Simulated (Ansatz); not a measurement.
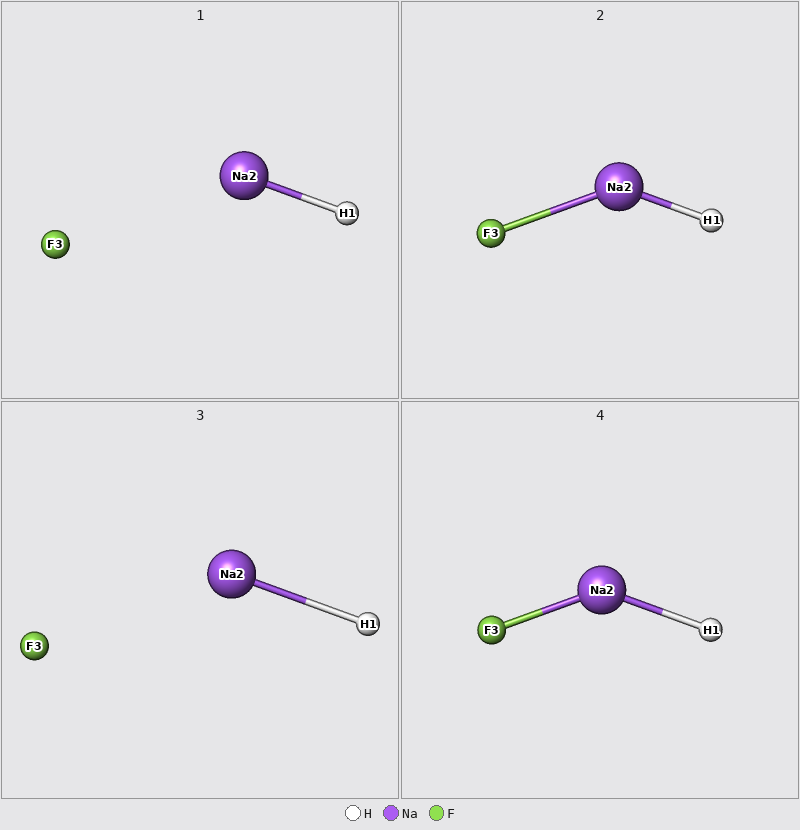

The system H⁻ + NaF. The first coordinate is: distance H1–Na2; the second: distance Na2–F3. Nothing is relaxed (the angle H1–Na2–F3 is fixed at 140 degrees). The scan uses a 17 × 17 grid. Points are written as (first, second). All energies are given in eV relative to H with charge -1 far from the relaxed NaF (each part in its own basis). The reference is spin-restricted, so regions where a bond is pulled apart into radicals lie too high. Computed with RKS PBE0-D4/aug-cc-pVTZ in Ansatz 0.2.0.

The numbered pictures are structures from this grid.

Question: Which is the most stable, and how do the others follow?

Answer: 4, at (2.017 Å, 2.035 Å): −2.10 eV; 2, at (1.710 Å, 2.367 Å): −1.68 eV; 1, at (1.906 Å, 3.489 Å): −0.93 eV; 3, at (2.523 Å, 3.647 Å): −0.58 eV.

The map, with the structures marked:

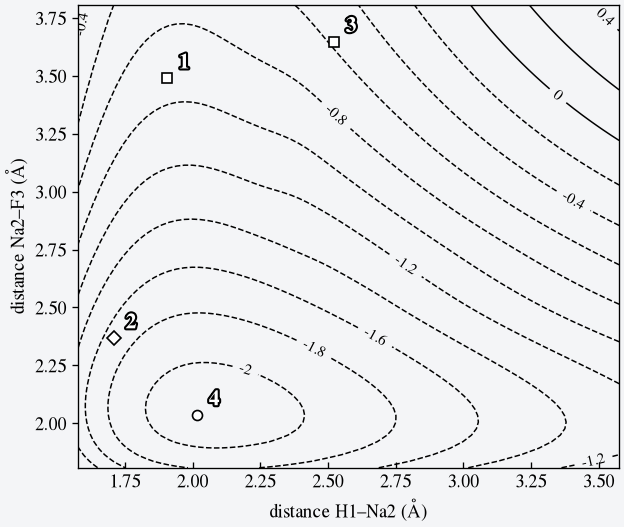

The picture shows contour lines labelled in eV. Between grid points the surface is interpolated.
